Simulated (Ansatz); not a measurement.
# CH₆BClSi: one molecule under many settings

How do the results and run time of CH₆BClSi respond when the settings are drawn wide?

Program: Ansatz 0.2.0, Gaussian basis. Level of theory: the settings change from run to run. These are calculated values, not measurements.

**1. The geometry**

The structure was relaxed beforehand with PBE0-D4 in a triple-zeta def2 set.

SMILES `C[SiH2]BCl`, 10 atoms, charge 0, spin multiplicity 1.

Atoms are counted from 1 here; the program's logs count them from 0.

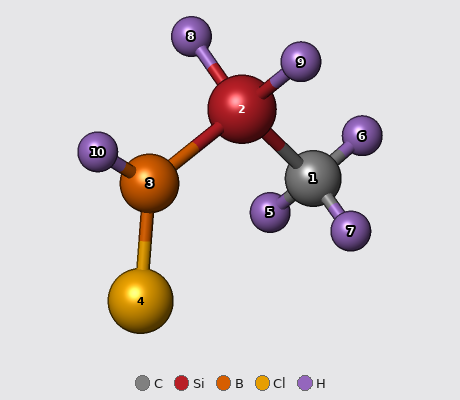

The geometry (carbon grey, silicon red, boron orange, chlorine amber, hydrogen purple); atoms are numbered from 1 in the order of the file.

**2. SVWN5/pcseg-2**

The input, in.yaml:

```yaml
crystal:
  periodic: [false, false, false]
  atoms:
    - {symbol: C, position_ang: [-1.195394, 0.840798, -0.209221]}
    - {symbol: Si, position_ang: [-0.100665, -0.427865, 0.625577]}
    - {symbol: B, position_ang: [1.665717, -0.708676, -0.306136]}
    - {symbol: Cl, position_ang: [2.063669, 0.184481, -1.750608]}
    - {symbol: H, position_ang: [-1.420800, 0.539422, -1.234609]}
    - {symbol: H, position_ang: [-2.138722, 0.961080, 0.327268]}
    - {symbol: H, position_ang: [-0.697675, 1.812284, -0.248508]}
    - {symbol: H, position_ang: [-0.787611, -1.752392, 0.695396]}
    - {symbol: H, position_ang: [0.192830, -0.025624, 2.033836]}
    - {symbol: H, position_ang: [2.501850, -1.474708, 0.070005]}
basis:
  gaussian: {orbitals: pcseg-2}
hamiltonian: {xc: {name: SVWN5}}
output: {forces: true}
```

Started as:

```sh
> ansatz run in.yaml --threads 2 --pin off --events-out ev --progress --plain --max-ram 4352MiB
```

Output (excerpt; [...] marks lines left out):

```text
Functional definition: SVWN5
  name "SVWN5"
  cite "Dirac, Proc. Camb. Phil. Soc. 26, 376 (1930) doi:10.1017/S0305004100016108"
  cite "Slater, Phys. Rev. 81, 385 (1951) doi:10.1103/PhysRev.81.385"
  cite "Vosko, Wilk & Nusair, Can. J. Phys. 58, 1200 (1980) doi:10.1139/p80-159"
[...]
1178 factors; their error is unknown
[...]
mean field -22123.15828394 eV, -813.0110713193 hartree, gradient 2.3e-5 eV, S^2 0.000000; 0 other end points of the search recorded, 0 dependent functions left out
[...]
reference -22123.15833534 eV, -813.0110732084 hartree; 24, 24 occupied and 188, 188 virtual orbitals, 1178 factors
Total energy: -22123.15833534 eV, -813.0110732084 hartree
Atom 0 at    -1.195394     0.840798    -0.209221 Å, force     0.270426    -0.324674     0.220539 eV/Å
Atom 1 at    -0.100665    -0.427865     0.625577 Å, force     0.144141     0.236360    -0.410394 eV/Å
Atom 2 at     1.665717    -0.708676    -0.306136 Å, force    -0.302922     0.259015    -0.112513 eV/Å
Atom 3 at     2.063669     0.184481    -1.750608 Å, force    -0.092264    -0.111897     0.212089 eV/Å
Atom 4 at    -1.420800     0.539422    -1.234609 Å, force    -0.046472    -0.084424    -0.261607 eV/Å
Atom 5 at    -2.138722     0.961080     0.327268 Å, force    -0.234841     0.028122     0.135890 eV/Å
Atom 6 at    -0.697675     1.812284    -0.248508 Å, force     0.138789     0.241687    -0.008940 eV/Å
Atom 7 at    -0.787611    -1.752392     0.695396 Å, force    -0.055419    -0.133935     0.024320 eV/Å
Atom 8 at     0.192830    -0.025624     2.033836 Å, force     0.031160     0.018461     0.142473 eV/Å
Atom 9 at     2.501850    -1.474708     0.070005 Å, force     0.147402    -0.128717     0.058142 eV/Å
Dipole moment:    -0.115974     0.061551     0.005575 e Å
```

It took 1.3 s on 2 threads of INTEL XEON PLATINUM 8581C at 2.30GHz, shared host; peak memory 0.25 GiB.

Largest force 0.495 eV/Å, dipole 0.63 D.

**3. revPBE/STO-3G**

Options: D3(BJ) dispersion.

Edit in.yaml of step 2 so:

```diff
@@ -14,4 +14,4 @@
 basis:
-  gaussian: {orbitals: pcseg-2}
-hamiltonian: {xc: {name: SVWN5}}
+  gaussian: {orbitals: STO-3G}
+hamiltonian: {xc: {name: revPBE}, dispersion: d3bj}
 output: {forces: true}
```

Launched as before.

Output (excerpt; [...] marks lines left out):

```text
Functional definition: revPBE
  name "revPBE"
  cite "Zhang & Yang, Phys. Rev. Lett. 80, 890 (1998) doi:10.1103/PhysRevLett.80.890"
  cite "Perdew, Burke & Ernzerhof, Phys. Rev. Lett. 77, 3865 (1996) doi:10.1103/PhysRevLett.77.3865"
[...]
412 factors; integrals over basis functions are off by at most 6.5e-5 eV
[...]
mean field -21959.12740098 eV, -806.9830475549 hartree, gradient 3.2e-5 eV, S^2 0.000000; 0 other end points of the search recorded, 0 dependent functions left out
[...]
reference -21959.12743011 eV, -806.9830486255 hartree; 24, 24 occupied and 10, 10 virtual orbitals, 412 factors
Total energy: -21959.64929280 eV, -807.0022267254 hartree
Atom 0 at    -1.195394     0.840798    -0.209221 Å, force     0.200150    -0.204920     0.117460 eV/Å
Atom 1 at    -0.100665    -0.427865     0.625577 Å, force     0.791655    -0.933962     0.625145 eV/Å
Atom 2 at     1.665717    -0.708676    -0.306136 Å, force    -0.820684    -0.594251     1.368278 eV/Å
Atom 3 at     2.063669     0.184481    -1.750608 Å, force     0.358374     0.636540    -1.084189 eV/Å
Atom 4 at    -1.420800     0.539422    -1.234609 Å, force    -0.129967    -0.095627    -0.446216 eV/Å
Atom 5 at    -2.138722     0.961080     0.327268 Å, force    -0.436086     0.083899     0.211498 eV/Å
Atom 6 at    -0.697675     1.812284    -0.248508 Å, force     0.174431     0.440229    -0.031055 eV/Å
Atom 7 at    -0.787611    -1.752392     0.695396 Å, force     0.269943     0.664059    -0.041176 eV/Å
Atom 8 at     0.192830    -0.025624     2.033836 Å, force    -0.193742    -0.152744    -0.674250 eV/Å
Atom 9 at     2.501850    -1.474708     0.070005 Å, force    -0.214073     0.156776    -0.045495 eV/Å
Dipole moment:    -0.131717    -0.044027     0.153354 e Å
```

Wall time 0.5 s (2 threads of INTEL XEON PLATINUM 8581C at 2.30GHz, shared host).

Largest force 1.703 eV/Å, dipole 0.99 D.

**4. CCSD(T)/def2-mTZVP**

Edit in.yaml of step 3 so:

```diff
@@ -14,4 +14,4 @@
 basis:
-  gaussian: {orbitals: STO-3G}
-hamiltonian: {xc: {name: revPBE}, dispersion: d3bj}
-output: {forces: true}
+  gaussian: {orbitals: def2-mTZVP}
+hamiltonian: {xc: {name: HF}}
+correlation: {method: ccsd_t}
```

Same command.

Output (excerpt; [...] marks lines left out):

```text
Functional definition: HF
  name "HF"
  cite "Fock, Z. Phys. 61, 126 (1930) doi:10.1007/BF01340294"
  parent pbe
[...]
936 factors; integrals over basis functions are off by at most 1.0e-3 eV
[...]
mean field -22164.35940789 eV, -814.5251846974 hartree, gradient 6.8e-6 eV, S^2 0.000000; 0 other end points of the search recorded, 0 dependent functions left out
12 core orbitals not correlated: weight in the atoms' cores, before any rotation towards them, 1.000 or more for the frozen orbitals, at most 0.000 for the correlated occupied ones
reference -22164.35940789 eV, -814.5251846974 hartree; 12, 12 occupied and 76, 76 virtual orbitals, 936 factors
second order -11.78402406 eV of doubles, -0.00000000 eV of singles
cycle   1  -12.74194979 eV  change   -9.6e-1 eV  update   8.9e-2
[...]
cycle   9  -13.22173768 eV  change    1.8e-6 eV  update   1.4e-5
perturbative correction -0.39669252 eV, -0.0145781813 hartree
Total energy: -22177.97783809 eV, -815.0256527764 hartree
```

Run time: 2.7 s. Hardware: 2 threads of INTEL XEON PLATINUM 8581C at 2.30GHz, shared host; peak memory 0.39 GiB.

T1 0.014.

**5. RPBE/6-31++G****

Options: a point charge of 2.00 e beside it, relativity set to none.

Edit in.yaml of step 4 so:

```diff
@@ -14,4 +14,4 @@
 basis:
-  gaussian: {orbitals: def2-mTZVP}
-hamiltonian: {xc: {name: HF}}
-correlation: {method: ccsd_t}
+  gaussian: {orbitals: "6-31++G**", point_charges: [{charge: 2.00, position_ang: [5.547, 0.869, -0.096]}]}
+hamiltonian: {xc: {name: RPBE}, pseudopotentials: {relativity: none}}
+output: {forces: true}
```

Launched as before.

Output (excerpt; [...] marks lines left out):

```text
Functional definition: RPBE
  name "RPBE"
  cite "Hammer, Hansen & Nørskov, Phys. Rev. B 59, 7413 (1999) doi:10.1103/PhysRevB.59.7413"
  cite "Perdew, Burke & Ernzerhof, Phys. Rev. Lett. 77, 3865 (1996) doi:10.1103/PhysRevLett.77.3865"
[...]
1218 factors; their error is unknown
[...]
mean field -22210.42061325 eV, -816.2179027732 hartree, gradient 4.4e-6 eV, S^2 0.000000; 4 other end points of the search recorded, 0 dependent functions left out
[...]
reference -22210.42069023 eV, -816.2179056021 hartree; 24, 24 occupied and 96, 96 virtual orbitals, 1218 factors
Total energy: -22210.42069023 eV, -816.2179056021 hartree
Atom 0 at    -1.195394     0.840798    -0.209221 Å, force     0.415014    -0.091152    -0.031862 eV/Å
Atom 1 at    -0.100665    -0.427865     0.625577 Å, force    -0.715120    -0.098329     0.455146 eV/Å
Atom 2 at     1.665717    -0.708676    -0.306136 Å, force     0.771888     0.092418     0.405008 eV/Å
Atom 3 at     2.063669     0.184481    -1.750608 Å, force     0.573894     0.139640    -0.495389 eV/Å
Atom 4 at    -1.420800     0.539422    -1.234609 Å, force    -0.140690    -0.045751    -0.350455 eV/Å
Atom 5 at    -2.138722     0.961080     0.327268 Å, force    -0.303388     0.011828     0.282457 eV/Å
Atom 6 at    -0.697675     1.812284    -0.248508 Å, force     0.021002     0.419653    -0.000823 eV/Å
Atom 7 at    -0.787611    -1.752392     0.695396 Å, force    -0.042023    -0.299694    -0.193475 eV/Å
Atom 8 at     0.192830    -0.025624     2.033836 Å, force     0.209502     0.198067     0.152235 eV/Å
Atom 9 at     2.501850    -1.474708     0.070005 Å, force     0.262800     0.039379    -0.106978 eV/Å
Dipole moment:    -1.953558    -0.261196     0.001778 e Å
```

Run time: 4.2 s. Hardware: 2 threads of INTEL XEON PLATINUM 8581C at 2.30GHz, shared host; peak memory 0.25 GiB.

Largest force 0.877 eV/Å, dipole 9.47 D.

**6. CAM-B3LYP/def2-TZVPD**

This run has charge -1, multiplicity 2, a grid of angular degree 23, D3(BJ) dispersion.

Edit in.yaml of step 5 so:

```diff
@@ -14,4 +14,5 @@
 basis:
-  gaussian: {orbitals: "6-31++G**", point_charges: [{charge: 2.00, position_ang: [5.547, 0.869, -0.096]}]}
-hamiltonian: {xc: {name: RPBE}, pseudopotentials: {relativity: none}}
-output: {forces: true}
+  gaussian: {orbitals: def2-TZVPD, final_grid: {core_spheres: 8, valence_spheres: 7, degree: 23}}
+total_charge: -1
+magnetization: {spin_polarized: true, initial_magnetization: 1}
+hamiltonian: {xc: {name: CAM-B3LYP}, dispersion: d3bj}
```

Launched as before.

Output (excerpt; [...] marks lines left out):

```text
Functional definition: CAM-B3LYP
  name "CAM-B3LYP"
  cite "Yanai, Tew & Handy, Chem. Phys. Lett. 393, 51 (2004) doi:10.1016/j.cplett.2004.06.011"
  cite "Iikura, Tsuneda, Yanai & Hirao, J. Chem. Phys. 115, 3540 (2001) doi:10.1063/1.1383587"
  cite "Becke, Phys. Rev. A 38, 3098 (1988) doi:10.1103/PhysRevA.38.3098"
  cite "Lee, Yang & Parr, Phys. Rev. B 37, 785 (1988) doi:10.1103/PhysRevB.37.785"
  cite "Vosko, Wilk & Nusair, Can. J. Phys. 58, 1200 (1980) doi:10.1139/p80-159"
[...]
  # Exact exchange under (alpha + beta erf(omega r))/r, Becke's under what is left of 1/r.
[...]
1225 factors; their error is unknown
516 factors; integrals over basis functions are off by at most 4.1e-5 eV
[...]
mean field -22213.01476533 eV, -816.3132361038 hartree, gradient 5.9e-5 eV, S^2 0.754407; 2 other end points of the search recorded, 0 dependent functions left out
reference -22213.01492811 eV, -816.3132420856 hartree; 25, 24 occupied and 192, 193 virtual orbitals, 1225 factors
Total energy: -22213.19858893 eV, -816.3199914964 hartree
```

It took 6.5 s on 2 threads of INTEL XEON PLATINUM 8581C at 2.30GHz, shared host; peak memory 0.85 GiB.

⟨S²⟩ 0.754.

**7. PBE-QIDH/def2-mTZVPP**

Options: unrestricted orbitals, the search for lower states set to off.

Edit in.yaml of step 6 so:

```diff
@@ -14,5 +14,5 @@
 basis:
-  gaussian: {orbitals: def2-TZVPD, final_grid: {core_spheres: 8, valence_spheres: 7, degree: 23}}
-total_charge: -1
-magnetization: {spin_polarized: true, initial_magnetization: 1}
-hamiltonian: {xc: {name: CAM-B3LYP}, dispersion: d3bj}
+  gaussian: {orbitals: def2-mTZVPP}
+magnetization: {spin_polarized: true, initial_magnetization: 0}
+hamiltonian: {xc: {name: PBE-QIDH}}
+scf: {lower_state_search: off}
```

Same command.

Output (excerpt; [...] marks lines left out):

```text
Functional definition: PBE-QIDH
  name "PBE-QIDH"
  cite "Brémond, Sancho-García, Pérez-Jiménez & Adamo, J. Chem. Phys. 141, 031101 (2014) doi:10.1063/1.4890314"
  cite "Perdew, Burke & Ernzerhof, Phys. Rev. Lett. 77, 3865 (1996) doi:10.1103/PhysRevLett.77.3865"
[...]
1136 factors; integrals over basis functions are off by at most 1.1e-3 eV
[...]
mean field -22192.24347800 eV, -815.5499053736 hartree, gradient 1.0e-6 eV, S^2 0.000000; 0 other end points of the search recorded, 0 dependent functions left out
12 core orbitals not correlated: weight in the atoms' cores, before any rotation towards them, 1.000 or more for the frozen orbitals, at most 0.000 for the correlated occupied ones
reference -22192.24349135 eV, -815.5499058641 hartree; 12, 12 occupied and 98, 98 virtual orbitals, 1136 factors
second order -15.38075914 eV of doubles, -0.00000000 eV of singles
Total energy: -22197.37041106 eV, -815.7383166883 hartree
Checks for a lower state left out: stability, starts, cluster_reference, orbital_swaps, neighbouring_geometries, increment
```

It took 1.8 s on 2 threads of INTEL XEON PLATINUM 8581C at 2.30GHz, shared host; peak memory 0.28 GiB.

⟨S²⟩ 0.000.

**8. r2SCAN50/cc-pVDZ**

Options: multiplicity 3.

Edit in.yaml of step 7 so:

```diff
@@ -14,5 +14,4 @@
 basis:
-  gaussian: {orbitals: def2-mTZVPP}
-magnetization: {spin_polarized: true, initial_magnetization: 0}
-hamiltonian: {xc: {name: PBE-QIDH}}
-scf: {lower_state_search: off}
+  gaussian: {orbitals: cc-pVDZ}
+magnetization: {spin_polarized: true, initial_magnetization: 2}
+hamiltonian: {xc: {name: r2SCAN50}}
```

Launched as before.

Output (excerpt; [...] marks lines left out):

```text
Functional definition: r2SCAN50
  name "r2SCAN50"
  cite "Bursch, Neugebauer, Ehlert & Grimme, J. Chem. Phys. 156, 134105 (2022) doi:10.1063/5.0086040"
  cite "Furness, Kaplan, Ning, Perdew & Sun, J. Phys. Chem. Lett. 11, 8208 (2020) doi:10.1021/acs.jpclett.0c02405"
  cite "Furness, Kaplan, Ning, Perdew & Sun, J. Phys. Chem. Lett. 11, 9248 (2020) doi:10.1021/acs.jpclett.0c03077"
  parent r2scan
[...]
898 factors; integrals over basis functions are off by at most 9.5e-4 eV
[...]
mean field -22205.60698884 eV, -816.0410053389 hartree, gradient 4.5e-5 eV, S^2 2.009861; 0 other end points of the search recorded, 0 dependent functions left out
reference -22205.60699550 eV, -816.0410055834 hartree; 25, 23 occupied and 69, 71 virtual orbitals, 898 factors
Total energy: -22205.60699550 eV, -816.0410055834 hartree
```

Run time: 3 s. Hardware: 2 threads of INTEL XEON PLATINUM 8581C at 2.30GHz, shared host; peak memory 0.31 GiB.

⟨S²⟩ 2.010.

**9. revPBE0/STO-3G**

This run has charge +1, multiplicity 2, the search for lower states set to full.

Edit in.yaml of step 8 so:

```diff
@@ -14,4 +14,6 @@
 basis:
-  gaussian: {orbitals: cc-pVDZ}
-magnetization: {spin_polarized: true, initial_magnetization: 2}
-hamiltonian: {xc: {name: r2SCAN50}}
+  gaussian: {orbitals: STO-3G}
+total_charge: 1
+magnetization: {spin_polarized: true, initial_magnetization: 1}
+hamiltonian: {xc: {name: revPBE0}}
+scf: {lower_state_search: full}
```

Same command.

Output (excerpt; [...] marks lines left out):

```text
Functional definition: revPBE0
  name "revPBE0"
  cite "Zhang & Yang, Phys. Rev. Lett. 80, 890 (1998) doi:10.1103/PhysRevLett.80.890"
  cite "Adamo & Barone, J. Chem. Phys. 110, 6158 (1999) doi:10.1063/1.478522"
  cite "Perdew, Burke & Ernzerhof, Phys. Rev. Lett. 77, 3865 (1996) doi:10.1103/PhysRevLett.77.3865"
[...]
411 factors; integrals over basis functions are off by at most 6.5e-5 eV
[...]
mean field -21952.12854044 eV, -806.7258441741 hartree, gradient 2.4e-5 eV, S^2 0.751002; 5 other end points of the search recorded, 0 dependent functions left out
reference -21952.12856355 eV, -806.7258450232 hartree; 24, 23 occupied and 10, 11 virtual orbitals, 411 factors
Total energy: -21952.12856355 eV, -806.7258450232 hartree
```

Run time: 1.4 s. Hardware: 2 threads of INTEL XEON PLATINUM 8581C at 2.30GHz, shared host.

⟨S²⟩ 0.751.

**10. revPBE0/STO-3G**

This run has unrestricted orbitals, atoms shaken by 0.08 Å, a point charge of 1.00 e beside it.

The input, in.yaml:

```yaml
crystal:
  periodic: [false, false, false]
  atoms:
    - {symbol: C, position_ang: [-1.237115, 0.812160, -0.136519]}
    - {symbol: Si, position_ang: [-0.049392, -0.477571, 0.699943]}
    - {symbol: B, position_ang: [1.661430, -0.718300, -0.319409]}
    - {symbol: Cl, position_ang: [2.157148, 0.289184, -1.699537]}
    - {symbol: H, position_ang: [-1.406020, 0.496782, -1.314666]}
    - {symbol: H, position_ang: [-2.210450, 0.971762, 0.158371]}
    - {symbol: H, position_ang: [-0.827977, 1.740937, -0.216044]}
    - {symbol: H, position_ang: [-0.800679, -1.826286, 0.637333]}
    - {symbol: H, position_ang: [0.214633, 0.005297, 2.022765]}
    - {symbol: H, position_ang: [2.521191, -1.447908, -0.029122]}
basis:
  gaussian: {orbitals: STO-3G, point_charges: [{charge: 1.00, position_ang: [5.872, 0.816, -0.413]}]}
magnetization: {spin_polarized: true, initial_magnetization: 0}
hamiltonian: {xc: {name: revPBE0}}
```

The command is unchanged.

Output:

```text
Functional definition: revPBE0
  name "revPBE0"
  cite "Zhang & Yang, Phys. Rev. Lett. 80, 890 (1998) doi:10.1103/PhysRevLett.80.890"
  cite "Adamo & Barone, J. Chem. Phys. 110, 6158 (1999) doi:10.1063/1.478522"
  cite "Perdew, Burke & Ernzerhof, Phys. Rev. Lett. 77, 3865 (1996) doi:10.1103/PhysRevLett.77.3865"
  parameter a = 0.25
  parameter kappa = 1.245
  parameter beta = 0.06672455060314922
  exchange = (1 - a)*pbe_x(kappa = kappa, mu = beta*pi^2/3) + a*exact_x
  correlation = pbe_c(beta = beta)
408 factors; integrals over basis functions are off by at most 7.2e-5 eV
mean field evaluation 1: about -21958.7828 eV, gradient 1.3e1 eV
mean field evaluation 2: about -21958.8406 eV, gradient 1.4e1 eV
mean field evaluation 4: about -21960.1899 eV, gradient 2.6e-1 eV
mean field evaluation 8: about -21960.1517 eV, gradient 2.3e-3 eV
mean field -21960.15172685 eV, -807.0206908363 hartree, gradient 4.2e-5 eV, S^2 0.000000; 0 other end points of the search recorded, 0 dependent functions left out
reference -21960.15174856 eV, -807.0206916341 hartree; 24, 24 occupied and 10, 10 virtual orbitals, 408 factors
Total energy: -21960.15174856 eV, -807.0206916341 hartree
```

Wall time 0.55 s (2 threads of INTEL XEON PLATINUM 8581C at 2.30GHz, shared host).

⟨S²⟩ 0.000.

**11. All runs side by side**

```
               level  charge  multiplicity               geometry  functions  energy (eV)    time
       SVWN5/pcseg-2       0             1                relaxed        212   -22123.158   1.3 s
       revPBE/STO-3G       0             1                relaxed         34   -21959.649   0.5 s
  CCSD(T)/def2-mTZVP       0             1                relaxed        100   -22177.978   2.7 s
      RPBE/6-31++G**       0             1  relaxed, point charge        120   -22210.421   4.2 s
CAM-B3LYP/def2-TZVPD      -1             2                relaxed        217   -22213.199   6.5 s
PBE-QIDH/def2-mTZVPP       0             1                relaxed        122   -22197.370   1.8 s
    r2SCAN50/cc-pVDZ       0             3                relaxed         94   -22205.607     3 s
      revPBE0/STO-3G       1             2                relaxed         34   -21952.129   1.4 s
      revPBE0/STO-3G       0             1   shaken, point charge         34   -21960.152  0.55 s
```

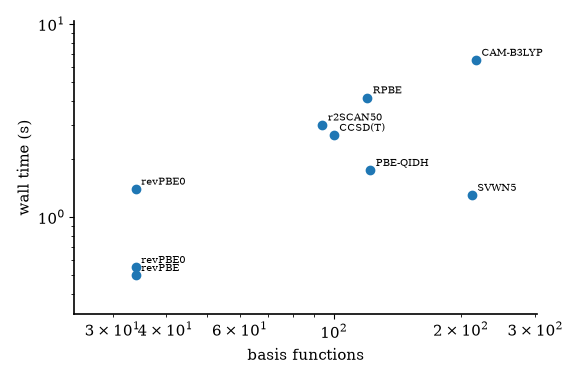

Wall time against the number of basis functions (shared host).

**12. Summary of results**

```
                                         quantity                        value
                                             runs                            9
                                         quickest         revPBE/STO-3G, 0.5 s
                                          slowest  CAM-B3LYP/def2-TZVPD, 6.5 s
spread of total energies, same state and geometry                     237.7 eV
                  dipole, same state and geometry               0.63 to 0.99 D
```

**Reading.** CAM-B3LYP/def2-TZVPD took 13 times as long as revPBE/STO-3G. The jobs differ in tasks and options as well as level. Total energies at one charge and spin differ by 238 eV between levels, so only differences within one level mean anything. At the PBE0-D4/def2-TZVP geometry and in the same state, runs without warnings or point charges leave forces up to 1.70 eV/Å (revPBE/STO-3G).
